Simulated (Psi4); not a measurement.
# HF/def2-TZVPP (core potential, sweep point 4) run of InHClF (SMILES [F][InH][Cl])

What is the vertical singlet–triplet gap of InHClF at HF/def2-TZVPP (core potential, sweep point 4)? 

Program for the calculation: Psi4 1.11.

### 1 Starting point

InHClF has 4 atoms, charge 0, and is taken as a singlet. SMILES: `[F][InH][Cl]`. Geometry: relaxed at PBE0-D4/def2-TZVP.

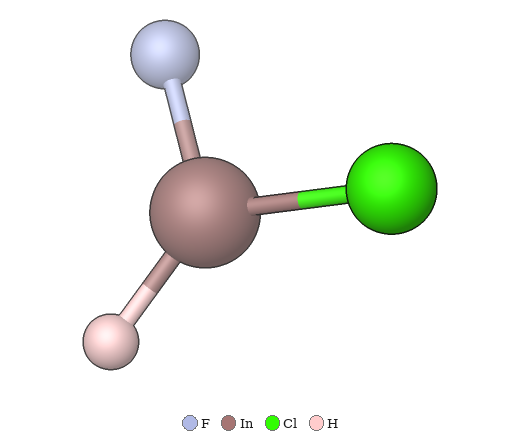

The structure, seen from a chosen angle (fluorine light blue, indium brown, chlorine green, hydrogen pink).

### 2 A single-point energy at HF/def2-TZVPP (core potential, sweep point 4)

The input, job.inp:

```
memory 1600 mb

molecule mol {
  0 1
  F     -1.569200    -0.190500     0.987800
  In    -0.021100     0.130300    -0.135600
  Cl     1.671100    -1.313100     0.468200
  H     -0.025300     1.312800    -1.340700
  units angstrom
  symmetry c1
}

set puream true
set scf_type pk

energy('scf/def2-TZVPP')
```

Run with:

```console
$ psi4 job.inp job.out -n 1
```

job.out:

```text
[...]
    !!!  WARNING: ECP capability is in beta. Please check occupations closely.  !!!
[...]
  Running in c1 symmetry.
[...]
  Nuclear repulsion =  167.456036724742745
[...]
  Multiplicity = 1
[...]
  Nalpha       = 24
  Nbeta        = 24
[...]
    Number of basis functions: 137
[...]
   @RHF iter   1:  -748.76542977285590   -1.56468e+00   4.00169e-03 DIIS/ADIIS
[...]
   @RHF iter   8:  -748.86692349295026   -9.89496e-08   5.11979e-07 DIIS
[...]
    Orbital Energies [Eh]
    ---------------------
    Doubly Occupied:
       1A   -104.820182     2A    -26.222228     3A    -10.548711
       4A     -8.015302     5A     -8.014411     6A     -8.014318
       7A     -5.436370     8A     -3.699489     9A     -3.691371
      10A     -3.689204    11A     -1.496714    12A     -1.115489
      13A     -1.083691    14A     -1.082581    15A     -1.080426
      16A     -1.077173    17A     -1.033279    18A     -0.628311
      19A     -0.587121    20A     -0.581471    21A     -0.533306
      22A     -0.479263    23A     -0.464330    24A     -0.455191
[...]
  @RHF Final Energy:  -748.86692349295026
   => Energetics <=
    Nuclear Repulsion Energy =            167.4560367247427450
    One-Electron Energy =               -1444.9460697331307983
    Two-Electron Energy =                 528.6231095154378181
    Total Energy =                       -748.8669234929502636
[...]
 Multipole Moments:
 ------------------------------------------------------------------------------------
     Multipole            Electronic (a.u.)      Nuclear  (a.u.)        Total (a.u.)
 ------------------------------------------------------------------------------------
 L = 1.  Multiply by 2.5417464519 to convert [e a0] to [Debye]
 Dipole X            :        -11.8820422           12.1355868            0.2535447
 Dipole Y            :         20.8386406          -20.0226066            0.8160341
 Dipole Z            :        -15.1684076           14.2048263           -0.9635814
 Magnitude           :                                                    1.2878997
[...]
```

Wall time 6.6 s (1 thread of Intel Xeon Platinum 8559C (Emerald Rapids), shared host); peak memory 0.88 GiB.

### 3 The triplet at the same level

The input, clfhin.in:

```
memory 1.6 GB

molecule {
  0 3
  F     -1.569200    -0.190500     0.987800
  In    -0.021100     0.130300    -0.135600
  Cl     1.671100    -1.313100     0.468200
  H     -0.025300     1.312800    -1.340700
  units angstrom
  symmetry c1
}

set basis def2-TZVPP
set reference uhf
set puream true
set scf_type pk
set maxiter 150

energy('scf')
```

Run with:

```console
$ psi4 -i clfhin.in -o clfhin.out -n 1
```

clfhin.out:

```text
[...]
    !!!  WARNING: ECP capability is in beta. Please check occupations closely.  !!!
[...]
  Running in c1 symmetry.
[...]
  Nuclear repulsion =  167.456036724742745
[...]
  Multiplicity = 3
[...]
  Nalpha       = 25
  Nbeta        = 23
[...]
    Number of basis functions: 137
[...]
   @UHF iter   1:  -748.48494581234218   -1.28420e+00   4.43203e-03 DIIS/ADIIS
[...]
   @UHF iter  18:  -748.64209158990082    3.16545e-08   6.85339e-07 DIIS
[...]
   @S^2 Observed:                2.013627278E+00
[...]
    Orbital Energies [Eh]
    ---------------------
    Alpha Occupied:
       1A   -104.814715     2A    -26.211890     3A    -10.544126
       4A     -8.016398     5A     -8.008468     6A     -8.007981
       7A     -5.439502     8A     -3.698636     9A     -3.694372
      10A     -3.686298    11A     -1.495712    12A     -1.122801
      13A     -1.105149    14A     -1.082821    15A     -1.075300
      16A     -1.075277    17A     -1.041553    18A     -0.728778
      19A     -0.617549    20A     -0.576813    21A     -0.569238
      22A     -0.527782    23A     -0.460203    24A     -0.458868
      25A     -0.232181
    Alpha Virtual:
[...]
  @UHF Final Energy:  -748.64209158990082
   => Energetics <=
    Nuclear Repulsion Energy =            167.4560367247427450
    One-Electron Energy =               -1444.8945749096001236
    Two-Electron Energy =                 528.7964465949565920
    Total Energy =                       -748.6420915899008151
  UHF NO Occupations:
  HONO-2 :   23  A 1.9958442
  HONO-1 :   24  A 1.0000000
[...]
 Multipole Moments:
 ------------------------------------------------------------------------------------
     Multipole            Electronic (a.u.)      Nuclear  (a.u.)        Total (a.u.)
 ------------------------------------------------------------------------------------
 L = 1.  Multiply by 2.5417464519 to convert [e a0] to [Debye]
 Dipole X            :        -11.8932615           12.1355868            0.2423254
 Dipole Y            :         21.3879742          -20.0226066            1.3653677
 Dipole Z            :        -15.7236548           14.2048263           -1.5188285
 Magnitude           :                                                    2.0566455
[...]
```

Run time: 9.9 s. Hardware: 1 thread of Intel Xeon Platinum 8559C (Emerald Rapids), shared host; peak memory 0.88 GiB.

### 4 Results

At HF/def2-TZVPP (core potential, sweep point 4):

| quantity | value |
| --- | --- |
| singlet: total energy | -748.86692 Eh |
| singlet: dipole moment | 3.27 D |
| singlet: HOMO energy | -12.39 eV |
| singlet: LUMO energy | 0.55 eV |
| singlet: HOMO–LUMO gap | 12.94 eV |
| triplet: total energy | -748.64209 Eh |
| triplet: dipole moment | 5.23 D |
| triplet: HOMO energy (highest over α and β) | -6.32 eV |
| triplet: LUMO energy (lowest over α and β) | -3.74 eV |
| triplet: ⟨S²⟩ | 2.014 |
| vertical energy of the triplet above the singlet | 6.118 eV |

**Reading.** At this shape the triplet lies 6.12 eV (590 kJ/mol) above the singlet.
